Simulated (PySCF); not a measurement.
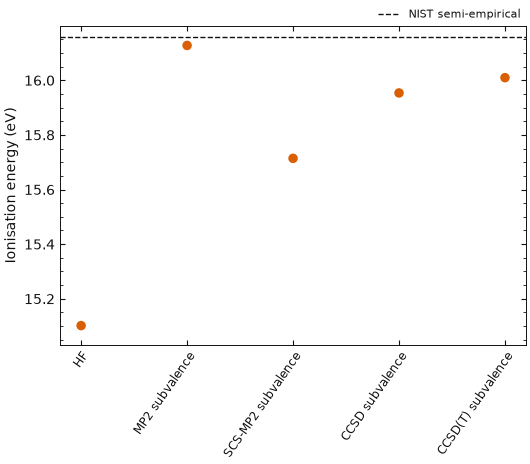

The ionisation energy of Mo⁺ ([Kr] 4d⁵ → [Kr] 4d⁴) across levels of theory. PySCF, def2-QZVPPD with a 28-electron core potential, unrestricted single determinants, no spin-orbit coupling. Methods marked “subvalence” freeze no core electrons.

How do the methods compare?

Answer. The values run from 15.10 eV (HF) to 16.13 eV (MP2 subvalence). The NIST semi-empirical value is 16.16 ± 0.1 eV; nearest to it come MP2 subvalence (−0.03) and CCSD(T) subvalence (−0.15), furthest HF (−1.06 eV).

| Method | Ionisation energy (eV) |
| --- | --- |
| HF | 15.10 |
| MP2 subvalence | 16.13 |
| SCS-MP2 subvalence | 15.71 |
| CCSD subvalence | 15.95 |
| CCSD(T) subvalence | 16.01 |

Note: spin-orbit shift not estimated.
